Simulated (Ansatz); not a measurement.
A series of calculations on C3H5B

### Relaxation

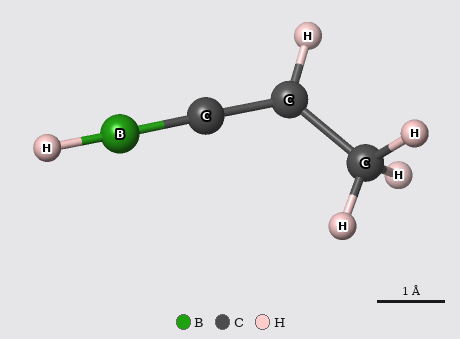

Starting structure of C$_{3}$H$_{5}$B. A ball-and-stick model, seen at a tilt.

The run prepares an end point of a later path (torsion) calculation, from a guessed geometry.

Level of theory: RKS PBE-D4/def2-SVP in Ansatz.

The input:
```yaml
crystal:
  periodic: [false, false, false]
  atoms:
    - { symbol: B, position_ang: [-0.68382, 1.78303, -1.43087] }
    - { symbol: C, position_ang: [-0.01116, 0.9156, -0.62911] }
    - { symbol: C, position_ang: [0.6268, 0.06462, 0.15414] }
    - { symbol: C, position_ang: [0.01389, -1.14459, 0.7788] }
    - { symbol: H, position_ang: [-1.23797, 2.52317, -2.10747] }
    - { symbol: H, position_ang: [1.67831, 0.2155, 0.39815] }
    - { symbol: H, position_ang: [0.57844, -2.03472, 0.49895] }
    - { symbol: H, position_ang: [-1.02254, -1.26373, 0.47183] }
    - { symbol: H, position_ang: [0.05806, -1.05888, 1.86558] }
basis:
  gaussian: { orbitals: def2-SVP }
hamiltonian:
  xc: pbe
  dispersion: d4
relax:
  f_tol: 0.015
  max_steps: 40
```

Run as
```bash
ansatz run input.yaml --threads 1 --pin off --max-ram 2048MiB --backend cpu --events-out ev --progress --plain --runs-dir out
```

> Where does the relaxation end?

The atom that moves furthest after the best rigid fit is H5 (0.085 Å). Largest moves by element: H 0.085 Å, B 0.039 Å, C 0.020 Å. Some distances before and after: B1–H5 1.146 → 1.192 Å, C3–H6 1.090 → 1.114 Å, C2–C3 1.321 → 1.341 Å, B1–C2 1.359 → 1.371 Å. Over 4 accepted moves (5 points after the start) the energy falls by 7.78 kJ/mol. The largest force component goes from 0.84 to 0.0033 eV/Å. The line search rejected the trial step at point 4 of the run. The run took roughly 13 core-seconds on a shared host.

The structure at the end:

```xyz
9

B    -0.6784    1.8129   -1.4561
C    -0.0235    0.9278   -0.6391
C     0.6118    0.0607    0.1620
C     0.0136   -1.1603    0.7892
H    -1.2466    2.5840   -2.1661
H     1.6843    0.2331    0.4078
H     0.5922   -2.0652    0.4993
H    -1.0465   -1.2945    0.5054
H     0.0931   -1.0985    1.8974
```

After the run, drawn alike:

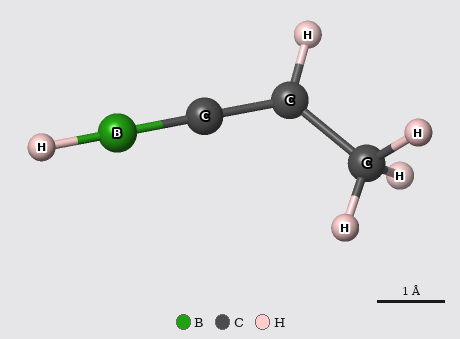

### Relaxation

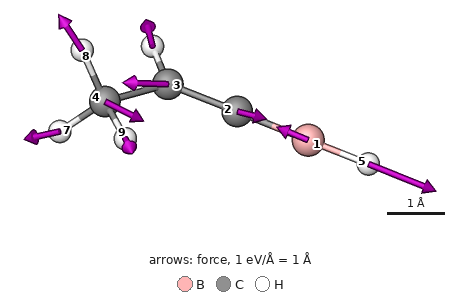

Starting geometry of C$_{3}$H$_{5}$B with the computed forces as purple arrows. The picture is a ball-and-stick view, seen from a free direction.

The run prepares an end point of a later path (torsion) calculation, from a guessed geometry.

The calculation used Ansatz 0.2.0, RKS PBE-D4/def2-SVP.

The input:
```yaml
crystal:
  periodic: [false, false, false]
  atoms:
    - { symbol: B, position_ang: [-0.68382, 1.78303, -1.43087] }
    - { symbol: C, position_ang: [-0.01116, 0.9156, -0.62911] }
    - { symbol: C, position_ang: [0.6268, 0.06462, 0.15414] }
    - { symbol: C, position_ang: [0.01389, -1.14459, 0.7788] }
    - { symbol: H, position_ang: [-1.23797, 2.52317, -2.10747] }
    - { symbol: H, position_ang: [1.67831, 0.2155, 0.39815] }
    - { symbol: H, position_ang: [0.02132, -1.04668, 1.86495] }
    - { symbol: H, position_ang: [0.5482, -2.04812, 0.49462] }
    - { symbol: H, position_ang: [-1.0279, -1.23122, 0.46644] }
basis:
  gaussian: { orbitals: def2-SVP }
hamiltonian:
  xc: pbe
  dispersion: d4
relax:
  f_tol: 0.015
  max_steps: 40
```

Command:
```bash
ansatz run input.yaml --threads 1 --pin off --max-ram 2048MiB --backend cpu --events-out ev --progress --plain --runs-dir out
```

**Is this structure relaxed? If not, where do the atoms go?**

It isn't relaxed: the largest force vector, on H5, is 1.31 eV/Å. The final displacements follow the starting forces only in part (cosine between the two patterns 0.45). The atom that moves furthest after the best rigid fit is H5 (0.095 Å). By element the largest moves are H 0.095 Å, B 0.047 Å, C 0.025 Å. Some distances before and after: B1–H5 1.146 → 1.192 Å, C3–H6 1.090 → 1.114 Å, C2–C3 1.321 → 1.341 Å, B1–C2 1.359 → 1.371 Å. Among the angles between lasting bonds that change: H7–C4–H8 109.4° → 105.5°, C3–C4–H9 109.7° → 112.0°. After 4 accepted moves (5 points after the start) the energy has fallen by 2.10 kcal/mol. Largest force component: 0.84 eV/Å at the start, 0.0056 eV/Å at the end. The line search rejected the trial step at point 4 of the run.

### Path

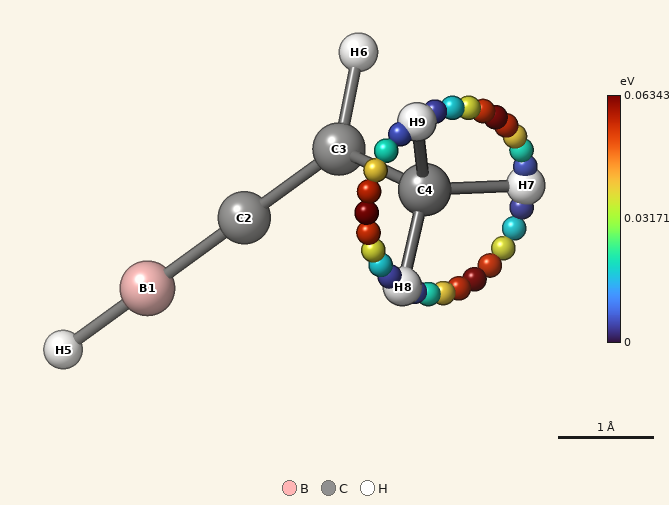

A nudged-elastic-band calculation for C3H5B. Images are numbered from 0 (start) to 10 (end). The start is drawn whole; smaller spheres mark the moving atoms (H) in the later images, joined by lines and coloured by the energy of the image relative to the start. Style: ball-and-stick. Shown from a free direction.

These are results of RKS PBE-D4/def2-SVP (Ansatz 0.2.0), not measurements. Run with 9 movable images; climbing image; force threshold 0.03 eV/Å; iteration limit 60; starting path through a guess of the saddle point.

**Describe the path and its energy.**

The motion is a rotation about the C3–C4 bond by about 120°. No bond forms or breaks between the ends. Among the angles between lasting bonds that change up to the highest image: H8–C4–H9 109.3° → 105.9°, H7–C4–H9 105.5° → 108.8°. The barrier is about 0.063 eV in both directions, with image 5 at the top; the ends have the same energy. The band is converged.

The run took roughly 120 core-seconds on a shared host.
